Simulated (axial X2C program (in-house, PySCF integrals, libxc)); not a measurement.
# A two-component session on SiH⁺: properties at the nuclei

Aim: properties at the nuclei of SiH⁺, with spin–orbit coupling in the Hamiltonian from the start.

Computed with an in-house X2C program for linear molecules on PySCF integrals. Level: two-component X2C with atomic mean-field terms, Si dyall-av3z, H dyall-av3z.

All values are calculated.

### Step 1. Set-up

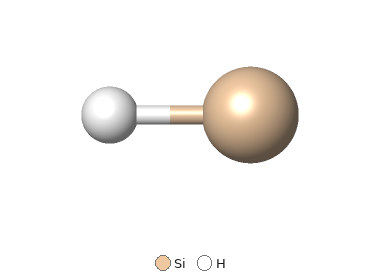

The two atoms at 1.480 Å (silicon light orange, hydrogen white).

task.json

```json
{"zs": [14, 1], "q": 1, "bas": ["dyall-av3z", "dyall-av3z"], "r0": 1.48, "levels": ["PBE0", "HF", "B3LYP"], "nst": 1, "ff": 1, "thr": -3.5, "nmax": 130, "opt": {"ecut": 60}}
```

Keys: zs atomic numbers; q charge; bas basis sets; r0 starting distance in Å; levels methods (HF also brings MP2); nst determinants followed; ff finite-field run; thr threshold in hartree for freezing inner shells (an s shell follows its p shell); nmax most natural virtual spinors; ecut virtual cutoff in hartree.

Launch:

```
$ python soeom.py task.json out
```

Nuclei are Gaussian, cores are contracted, and the Gaunt term is on.

### Step 2. Expectation values, lowest determinant

R = 1.523 Å. State: Ω = 0 (closed shell).

Output of the PBE0 run:

```text
two-component X2C + atomic mean field  PBE0
basis functions 88  fitting functions 469  grid points 4350
iter        total energy     max residual
   1       -288.073831667     1.18e+00
   2       -290.136360160     2.25e-02
   3       -290.146671599     1.57e-02
   4       -290.149009447     1.00e-03
   5       -290.149018226     1.20e-04
   6       -290.149018397     8.84e-06
   7       -290.149018398     1.11e-06
converged
one-electron -406.81998719  Coulomb 132.71946256  exact exchange -5.11364888  xc functional -15.76231287  nuclear repulsion 4.86439984  atomic mean-field constant -0.03693186
```

The highest occupied spinor is 52% Si p, 23% H s, 16% Si s.

```tsv
level	qzz Si (a.u.)	qzz H (a.u.)
PBE0	-3.08	0.11
HF	-3.01	0.11
B3LYP	-3.11	0.10
```

qzz is the electric field gradient, eQq0 = 234.96 MHz × Q/barn × qzz. The operators were transformed with the bare-nucleus X2C matrices.

### Step 3. Finite-field coupled cluster

Output:

```text
two-component X2C + atomic mean field  HF
basis functions 88  fitting functions 469  grid points 4350
iter        total energy     max residual
   1       -289.727652164     6.88e-02
   2       -289.733988006     3.46e-03
   3       -289.734181992     8.37e-04
   4       -289.734194391     1.35e-04
   5       -289.734194904     1.35e-05
   6       -289.734194908     3.98e-06
   7       -289.734194909     2.85e-06
   8       -289.734194909     1.70e-06
converged
one-electron -406.70191639  Coulomb 132.62103121  exact exchange -20.48077771  xc functional 0.00000000  nuclear repulsion 4.86439984  atomic mean-field constant -0.03693186
correlated 4  virtual 154  natural virtual 64  E(MP2) -0.071140985  MP2 remainder -0.001092851
iter   CCSD correlation   residual
   1     -0.084719111   1.14e-01
   2     -0.092142700   5.01e-02
   3     -0.092584348   1.17e-02
   4     -0.092628077   2.57e-03
   5     -0.092604386   9.20e-04
   6     -0.092602929   3.16e-04
   7     -0.092605274   6.75e-05
   8     -0.092604378   1.31e-05
   9     -0.092604388   4.97e-06
(T) -0.001585303  T1 0.0153  D1 0.0196  max T2 0.091
```

T1 in the output is the amplitude norm over the root of the electron number; divide by √2 for the Lee–Taylor value.

4 electrons correlated in 64 natural virtual spinors, MP2 remainder added; T1 = 0.011.

```tsv
level	qzz Si (a.u.)	qzz H (a.u.)
HF	-3.01	0.11
MP2	-2.92	0.11
CCSD	-2.82	0.11
CCSD(T)	-2.82	0.11
```

### Step 4. Summary of results

```
              quantity                 value
    lowest determinant  Ω = 0 (closed shell)
   qzz Si (a.u.), PBE0                 -3.08
    qzz H (a.u.), PBE0                  0.11
qzz Si (a.u.), CCSD(T)                 -2.82
 qzz H (a.u.), CCSD(T)                  0.11
```

**Reading.** The expectation values come from single determinants, which for open shells can mix terms of unlike spin or miss the lowest Ω, so a determinant need not be a state. qzz is the electric field gradient, eQq0 = 234.96 MHz × Q/barn × qzz. The operators were transformed with the bare-nucleus X2C matrices. Correlation of the inner shells is missing, which matters for properties at the nucleus.
